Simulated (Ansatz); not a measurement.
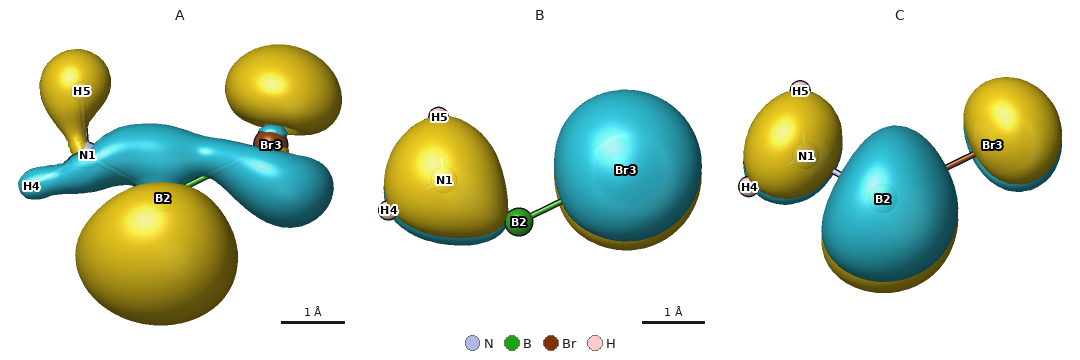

*BBrH2N (SMILES N[B]Br) (doublet). Three frontier orbitals at ±0.1 Å⁻³ᐟ² (yellow and cyan are the two phases), in no order.*

Computed with UKS PBE-D4/def2-SVP (Ansatz).

Input

```
crystal:
  periodic: [false, false, false]
  atoms:
    - { symbol: "N", position_ang: [-0.5623, 0.2516, -0.5005] }
    - { symbol: B, position_ang: [-0.3096, -0.7025, 0.5957] }
    - { symbol: Br, position_ang: [1.5317, -1.3411, 0.8983] }
    - { symbol: H, position_ang: [-1.62858, 0.32273, -0.62358] }
    - { symbol: H, position_ang: [-0.25846, -0.09939, -1.41817] }
magnetization:
  spin_polarized: true
  initial_magnetization: 1
basis:
  gaussian: { orbitals: def2-SVP }
hamiltonian:
  xc: pbe
  dispersion: d4
relax:
  f_tol: 0.015
  max_steps: 40
output:
  orbitals: {}
```

Run with:

```sh
ansatz run input.yaml --threads 1 --pin off --max-ram 2048MiB --backend cpu --events-out ev --progress --plain --runs-dir out
```

The fields are those of the run's last geometry, not of the input's.

> Order the three orbitals by energy and name them. All are α orbitals.

B is the HOMO−1 (α) (−6.75 eV). By Hirshfeld shares it lies mainly on Br3 (about 60 %) and N1 (about 30 %); it changes sign across the molecular plane (π type). A is the HOMO (α) (−4.44 eV). By Hirshfeld shares it lies mainly on B2 (about 65 %), Br3 (about 25 %) and N1 (about 10 %); it is symmetric in the molecular plane (an in-plane orbital: σ, lone-pair or in-plane π type). C is the LUMO (α) (−0.89 eV). By Hirshfeld shares it lies mainly on B2 (about 60 %), N1 (about 20 %) and Br3 (about 20 %); it changes sign across the molecular plane (π type); π-antibonding (a node) across N1–B2 and B2–Br3.

> What is the gap between the highest occupied and lowest empty α orbitals?

3.55 eV between the orbital energies.
